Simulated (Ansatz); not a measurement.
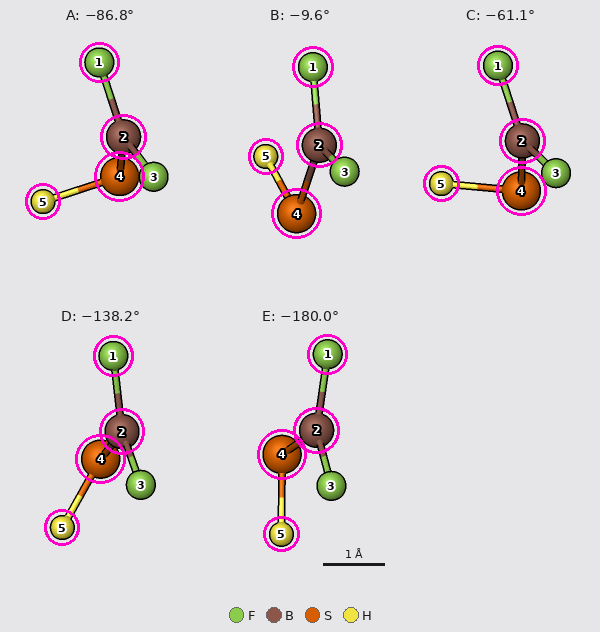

Energy scan for BHSF$_{2}$, in which the F1–B2–S4–H5 dihedral angle is varied, with all other coordinates relaxed. A ball-and-stick model, seen almost along the central bond, with a slight tilt. The ringed atoms are those of the scanned coordinate.

Single-point energies from Ansatz with wB97M-V in the def2-TZVPP basis, on geometries relaxed under the constraint at PBE0-D4/def2-TZVP. Energies are counted from the PBE0-D4/def2-TZVP minimum geometry at the same level.

Q: Order these geometries by energy, lowest first.

A: Lowest first: E (the dihedral −180.0°, 0.0 kJ/mol), B (the dihedral −9.6°, 2.1 kJ/mol), D (the dihedral −138.2°, 17.4 kJ/mol), C (the dihedral −61.1°, 30.8 kJ/mol), A (the dihedral −86.8°, 42.6 kJ/mol). Over the whole scan: of the computed points the lowest is at the dihedral −180.0°, 0.0 kJ/mol. A local maximum lies at −86.8° (42.6 kJ/mol). The highest point, at −86.8°, lies 42.6 kJ/mol above the lowest and gives the barrier to rotation to within the spacing of the points.
